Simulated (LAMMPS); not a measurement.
Simulation of GaN (wurtzite), 896 atoms, at 3240 K and 0 GPa, heated as the crystal.

Computed with classical MD, pair style tersoff, file GaN.tersoff (LAMMPS).

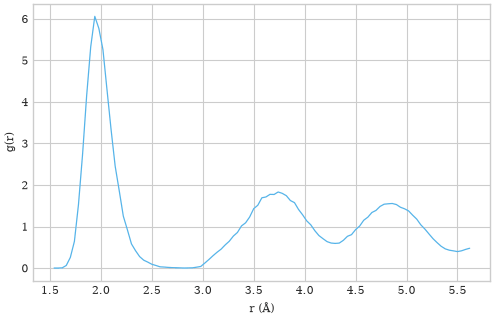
Figure. g(r) against r (Å)

Main features:
- state found: crystal; no diffusion seen in 30 ps
- first peak of g(r), Ga-N: 1.96 Å, height 6.1
- coordination number of Ga by N: 4.00 (counted to 2.78 Å)
- coordination number of N by Ga: 4.00 (counted to 2.78 Å)

Caution: a run this short can hold a crystal over, or a liquid under, the potential's melting point.
